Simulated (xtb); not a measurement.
# Run report: BSiN2H5, frequency calculation (part 1 of 2)

- system: BSiN2H5, SMILES N[SiH]1BN1
- method: GFN2-xTB (xtb 6.7.1 later snapshot)

The geometry was optimised with GFN2-xTB.

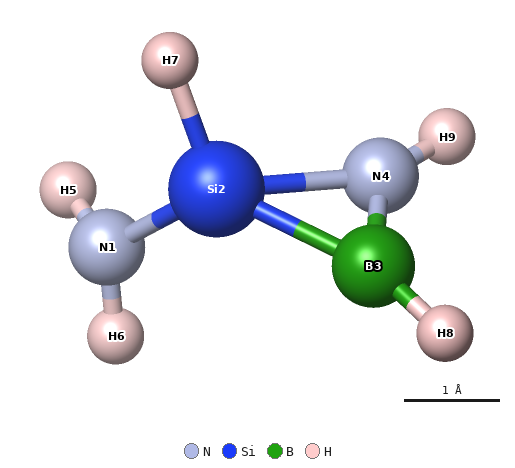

Figure 1. The structure (ball-and-stick view, seen at a tilt; atoms are numbered from 1 in the order of the input). Bond lengths as drawn: B–H 1.16 Å, B–N 1.37 Å, B–Si 1.90 Å, H–N 1.01 Å, H–Si 1.46 Å and N–Si 1.73 to 1.81 Å.

Input (input.xyz):
```
9

N     -0.65380800     1.58657200     0.31179400
Si     0.21226300     0.13291000     0.65796800
B     -0.24750200    -1.62114500     0.08620300
N      0.65755400    -0.95865800    -0.70903900
H     -0.16826700     2.41383500     0.00181500
H     -1.56674100     1.54337500    -0.11034900
H      1.45599000     0.63264800     1.24490600
H     -0.77529300    -2.65716000     0.06101600
H      1.17430400    -1.11867700    -1.56151400
```

File .CHRG:
```
0
```

File .UHF:
```
0
```

Run on 1 thread of Arm Neoverse V2, 24 GiB of memory available, shared host.

Command:
```bash
xtb input.xyz --ptb --raman --hess -P 1 > xtb.out
```

Log:
```
* xtb version 6.7.1
   ID    Z sym.   atoms
    1    7 N      1, 4
    2   14 Si     2
    3    5 B      3
    4    1 H      5-9

           -------------------------------------------------
          |                Calculation Setup                |
           -------------------------------------------------

          program call               : xtb input.xyz --ptb --raman --hess -P 1
          coordinate file            : input.xyz
          omp threads                :                     1

           -------------------------------------------------
          |                 G F N 2 - x T B                 |
           -------------------------------------------------

      * Hamiltonian:
        H0-scaling (s, p, d)           1.850000    2.230000    2.230000
        zeta-weighting                 0.500000
      * Dispersion:
        s8                             2.700000
        a1                             0.520000
        a2                             5.000000
        s9                             5.000000
      * Repulsion:
        kExp                           1.500000    1.000000
        rExp                           1.000000
      * Coulomb:
        alpha                          2.000000
        third order                    shell-resolved
        anisotropic                    true
        a3                             3.000000
        a5                             4.000000
        cn-shift                       1.200000
        cn-exp                         4.000000
        max-rad                        5.000000

          ...................................................
          :                      SETUP                      :
          :.................................................:
          :  # basis functions                  27          :
          :  # atomic orbitals                  26          :
          :  # shells                           14          :
          :  # electrons                        22          :
          :  max. iterations                   250          :
          :  Hamiltonian                  GFN2-xTB          :
          :  restarted?                      false          :
          :  GBSA solvation                  false          :
          :  PC potential                    false          :
          :  electronic temp.          300.0000000     K    :
          :  accuracy                    1.0000000          :
          :  -> integral cutoff          0.2500000E+02      :
          :  -> integral neglect         0.1000000E-07      :
          :  -> SCF convergence          0.1000000E-05 Eh   :
          :  -> wf. convergence          0.1000000E-03 e    :
          :  Broyden damping             0.4000000          :
          :  net charge                          0          :
          :  unpaired electrons                  0          :
          ...................................................

 iter      E             dE          RMSdq      gap      omega  full diag
   1    -11.3985512 -0.113986E+02  0.830E+00    3.83       0.0  T
   2    -11.4387812 -0.402300E-01  0.615E+00    3.24       1.0  T
   3    -11.4074812  0.313000E-01  0.346E+00    3.84       1.0  T
   4    -11.4778797 -0.703986E-01  0.163E+00    3.60       1.0  T
   5    -11.4892021 -0.113224E-01  0.576E-01    3.79       1.0  T
   6    -11.4895016 -0.299481E-03  0.254E-01    3.77       1.0  T
   7    -11.4895079 -0.636755E-05  0.101E-01    3.77       1.0  T
   8    -11.4894988  0.914644E-05  0.751E-02    3.77       1.0  T
   9    -11.4895109 -0.121287E-04  0.358E-02    3.77       1.0  T
  10    -11.4895144 -0.346075E-05  0.572E-03    3.76       5.8  T
  11    -11.4895142  0.170074E-06  0.511E-03    3.76       6.5  T
  12    -11.4895144 -0.187838E-06  0.127E-03    3.76      26.2  T
  13    -11.4895144 -0.887736E-08  0.350E-04    3.76      95.3  T
  14    -11.4895144 -0.912816E-10  0.225E-04    3.76     148.4  T

   *** convergence criteria satisfied after 14 iterations ***

         #    Occupation            Energy/Eh            Energy/eV
      -------------------------------------------------------------
         1        2.0000           -0.7014581             -19.0876
       ...           ...                  ...                  ...
         5        2.0000           -0.4865205             -13.2389
         6        2.0000           -0.4536870             -12.3455
         7        2.0000           -0.4295428             -11.6885
         8        2.0000           -0.4035718             -10.9817
         9        2.0000           -0.3869613             -10.5298
        10        2.0000           -0.3728863             -10.1468
        11        2.0000           -0.3303486              -8.9892 (HOMO)
        12                         -0.1920051              -5.2247 (LUMO)
        13                         -0.1635988              -4.4517
        14                         -0.1051262              -2.8606
        15                         -0.0697571              -1.8982
        16                         -0.0566502              -1.5415
       ...                                ...                  ...
        26                          1.0270405              27.9472
      -------------------------------------------------------------
                  HL-Gap            0.1383435 Eh            3.7645 eV
             Fermi-level           -0.2611768 Eh           -7.1070 eV

 SCC (total)                   0 d,  0 h,  0 min,  0.003 sec
 SCC setup                      ...        0 min,  0.000 sec (  1.563%)
 Dispersion                     ...        0 min,  0.000 sec (  0.839%)
 classical contributions        ...        0 min,  0.000 sec (  0.632%)
 integral evaluation            ...        0 min,  0.000 sec ( 11.850%)
 iterations                     ...        0 min,  0.002 sec ( 62.171%)
 molecular gradient             ...        0 min,  0.001 sec ( 21.150%)
 printout                       ...        0 min,  0.000 sec (  1.512%)

         :::::::::::::::::::::::::::::::::::::::::::::::::::::
         ::                     SUMMARY                     ::
         :::::::::::::::::::::::::::::::::::::::::::::::::::::
         :: total energy             -11.348458424098 Eh    ::
         :: gradient norm              0.000078283979 Eh/a0 ::
         :: HOMO-LUMO gap              3.764518284158 eV    ::
         ::.................................................::
         :: SCC energy               -11.489511652089 Eh    ::
         :: -> isotropic ES            0.052935367941 Eh    ::
         :: -> anisotropic ES          0.003888061012 Eh    ::
         :: -> anisotropic XC          0.003691144340 Eh    ::
         :: -> dispersion             -0.004322713300 Eh    ::
         :: repulsion energy           0.141053227990 Eh    ::
         :: add. restraining           0.000000000000 Eh    ::
         :: total charge              -0.000000000000 e     ::
         :::::::::::::::::::::::::::::::::::::::::::::::::::::

           -------------------------------------------------
          |                Numerical Hessian                |
           -------------------------------------------------
step length          :   0.00500
SCC accuracy         :   0.30000
Hessian scale factor :   1.00000
frozen atoms in %    :   0.00000    0
RMS gradient         :   0.00008
estimated CPU  time      0.00 min
Hessian matrix computed using GFN2-xTB.

           -------------------------------------------------
          |                      P T B                      |
           -------------------------------------------------

                              @@@ @

Calculating vibrational intensities using PTB ...
estimated CPU  time      0.02 min
... done.

writing file <hessian>, containing the non-mass-weighted Hessian matrix in atomic units (Eₕ/Bohr²).

 projected vibrational frequencies (cm⁻¹)
eigval :       -0.00    -0.00    -0.00     0.00     0.00     0.00
eigval :      183.07   194.91   205.35   427.62   487.51   548.25
eigval :      581.54   699.91   709.03   731.23   815.24   849.85
eigval :      939.61  1021.65  1382.90  1530.58  2235.02  2673.14
eigval :     3383.76  3456.98  3504.92
           -------------------------------------------------
          |                Property Printout                |
           -------------------------------------------------

    * Orbital Energies and Occupations

         #    Occupation            Energy/Eh            Energy/eV
      -------------------------------------------------------------
         1        2.0000           -0.7014583             -19.0877
         2        2.0000           -0.5709381             -15.5360
         3        2.0000           -0.5485299             -14.9263
         4        2.0000           -0.5012137             -13.6387
         5        2.0000           -0.4865213             -13.2389
         6        2.0000           -0.4536885             -12.3455
         7        2.0000           -0.4295430             -11.6885
         8        2.0000           -0.4035723             -10.9818
         9        2.0000           -0.3869617             -10.5298
        10        2.0000           -0.3728863             -10.1468
        11        2.0000           -0.3303497              -8.9893 (HOMO)
        12                         -0.1920069              -5.2248 (LUMO)
        13                         -0.1635998              -4.4518
        14                         -0.1051268              -2.8606
        15                         -0.0697575              -1.8982
        16                         -0.0566507              -1.5415
        17                          0.0142695               0.3883
        18                          0.1077147               2.9311
        19                          0.1450495               3.9470
        20                          0.1934251               5.2634
        21                          0.2480228               6.7490
        22                          0.3434745               9.3464
       ...                                ...                  ...
        26                          1.0270385              27.9471
      -------------------------------------------------------------
                  HL-Gap            0.1383427 Eh            3.7645 eV
             Fermi-level           -0.2611783 Eh           -7.1070 eV

     #   Z          covCN         q      C6AA      α(0)
     1   7          2.541    -0.424    31.082     8.280
     2  14          3.503     0.430   102.247    19.559
     3   5          2.730     0.182    18.637     7.231
     4   7          2.516    -0.390    30.131     8.152
     5   1          0.861     0.146     1.432     1.874
     6   1          0.861     0.137     1.491     1.913
     7   1          0.918    -0.096     5.439     3.647
     8   1          0.941    -0.100     5.567     3.689
     9   1          0.860     0.116     1.653     2.014

 Mol. C6AA /au·bohr⁶  :       1131.039709
 Mol. C8AA /au·bohr⁸  :      36985.690135
 Mol. α(0) /au        :         56.359564

Wiberg/Mayer (AO) data.
largest (>0.10) Wiberg bond orders for each atom

 ---------------------------------------------------------------------------
     #   Z sym  total        # sym  WBO       # sym  WBO       # sym  WBO
```
